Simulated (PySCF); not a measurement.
**C6H5FO2: density, localisation and related maps**

Input

```
{"job": {"kind": "nmr", "xc": "PBE0", "basis": "pcSseg-1"}, "charge": 0, "multiplicity": 1}
O     -2.446273     1.728373    -0.031335
C     -1.552927     0.925642     0.009045
C     -0.113397     1.192061    -0.192192
C      0.607176     0.068115    -0.078580
C      2.074927    -0.119668    -0.206347
F      2.717334     1.057052    -0.477601
C     -0.276385    -1.097758     0.214939
O      0.083943    -2.234799     0.366963
C     -1.688799    -0.564001     0.278842
H      0.266096     2.176899    -0.401801
H      2.493634    -0.519582     0.725814
H      2.301947    -0.817323    -1.022307
H     -2.139264    -0.750388     1.255267
H     -2.328691    -1.045096    -0.462873
```

Launched as:

```sh
OMP_NUM_THREADS=1 python probes_run.py task.json out
```

Geometry: GFN2-xTB.

Theory: PBE0/pcSseg-1, SCF density, gas phase, non-relativistic in PySCF 2.14.0.

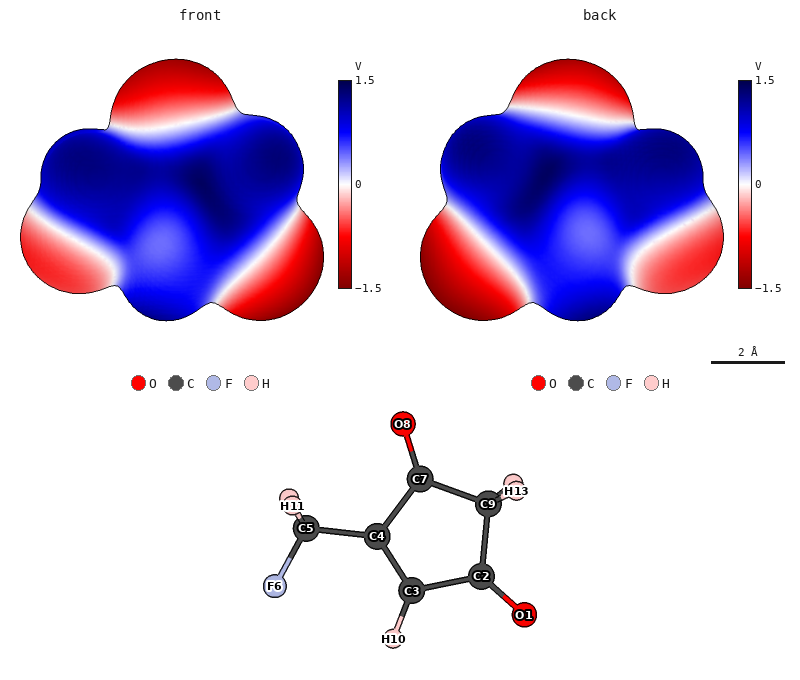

Figure 1. The molecular electrostatic potential painted on the density surface at 0.002 e/bohr³, seen from the front and from behind; red is negative and blue positive. The bare structure is drawn below in the same view.

### Where is the surface potential most negative and most positive?

The most negative region (about −1.4 V, or −32 kcal/mol for a unit charge) lies over O1, the most positive (about +1.4 V, or +32 kcal/mol for a unit charge) over C7 and C9. O1 is the likeliest acceptor of a hydrogen bond.

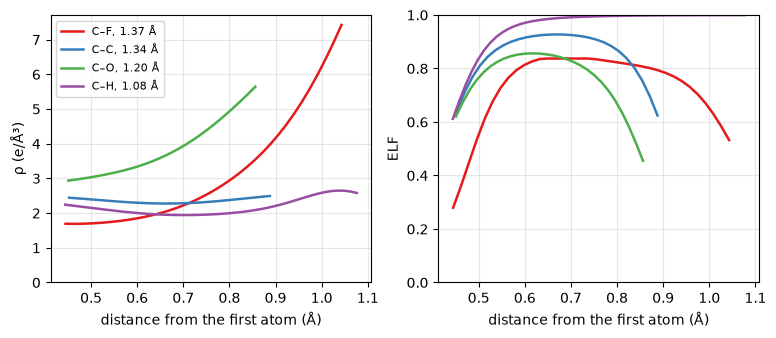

Figure 2. Electron density and ELF along straight lines between neighbouring atoms. The curves leave out the atomic cores.

### What kind of bonding do the profiles show?

C–F (1.37 Å): ρ at the midpoint is about 2.1 e/Å³, with its minimum of 1.7 e/Å³ about 0.5 Å from C; the ELF peaks at about 0.85 between the atoms (a polar covalent bond).
C–C (1.34 Å): ρ is about 2.3 e/Å³ halfway; the ELF peaks at about 0.95 between the atoms (a multiple bond).
C–O (1.20 Å): ρ is about 3.3 e/Å³ halfway; the ELF peaks at about 0.85 between the atoms: a multiple bond.
C–H (1.08 Å): the density is about 2.1 e/Å³ at the midpoint; the ELF climbs to about 1 towards the hydrogen, as it does in any bond to H (a covalent bond by its length).
